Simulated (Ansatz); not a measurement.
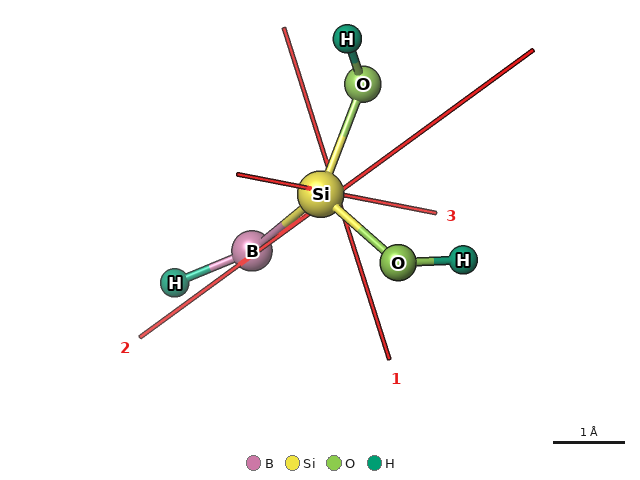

The three principal axes of inertia are drawn and numbered. Atoms fade into the background with distance from the viewer. The geometry was computed by an optimisation with PBE-D4/def2-SVP. No frequency run is at hand to confirm it as a minimum. Masses are those of the most abundant isotopes; constants are for the rigid equilibrium geometry.

**Which line is the a axis (least moment of inertia), which b and which c?**

a is line 2, b is line 1, c is line 3; the moments are 71.4, 77.3, 141 u Å².

**Classify the rotor and give the rotational constants (MHz).**

An asymmetric top (C1): A = 7075, B = 6541, C = 3581 MHz. Ray's parameter κ is 0.69, nearer the oblate limit.
